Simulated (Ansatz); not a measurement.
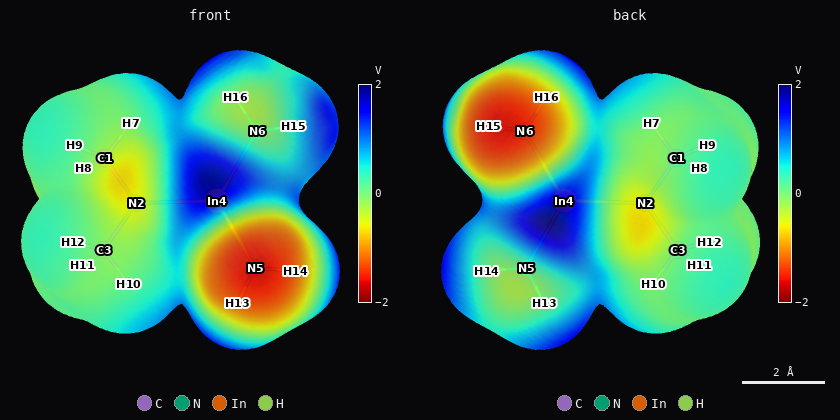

*C₂H₁₀InN₃ (SMILES C[N](C)[In]([NH2])[NH2]). The molecular electrostatic potential painted on the density surface at 0.002 e/bohr³, seen from the front and from behind; red is negative and blue positive.*

Geometry: PBE0-D4/def2-TZVP; core potentials replace the inner electrons of In.

The calculation used Ansatz 0.2.0, RKS PBE0-D4/def2-TZVPP.

```yaml
atoms:
  - { symbol: C, position_ang: [0.1712, -0.7901, 1.8372] }
  - { symbol: N, position_ang: [0.4347, -0.5268, 0.4504] }
  - { symbol: C, position_ang: [1.5374, -1.2895, -0.0638] }
  - { symbol: In, position_ang: [-0.6335, 0.7714, -0.6578] }
  - { symbol: N, position_ang: [-0.1165, 1.0415, -2.5987] }
  - { symbol: N, position_ang: [-2.1770, 1.7504, 0.2181] }
  - { symbol: H, position_ang: [-0.6804, -0.2071, 2.1975] }
  - { symbol: H, position_ang: [-0.0633, -1.8520, 2.0173] }
  - { symbol: H, position_ang: [1.0346, -0.5423, 2.4764] }
  - { symbol: H, position_ang: [1.7242, -1.0582, -1.1157] }
  - { symbol: H, position_ang: [1.3593, -2.3751, 0.0086] }
  - { symbol: H, position_ang: [2.4712, -1.0834, 0.4843] }
  - { symbol: H, position_ang: [0.3132, 0.2455, -3.0496] }
  - { symbol: H, position_ang: [-0.8540, 1.3806, -3.2006] }
  - { symbol: H, position_ang: [-2.4376, 2.6252, -0.2154] }
  - { symbol: H, position_ang: [-2.0834, 1.9100, 1.2117] }
```

Which sites attract a positive test charge, and which a negative one?

A positive charge is drawn to the negative regions and a negative charge to the positive ones. The most negative region (about −1.6 V) lies over N5 and N6, the most positive (about +1.9 V) over In4.
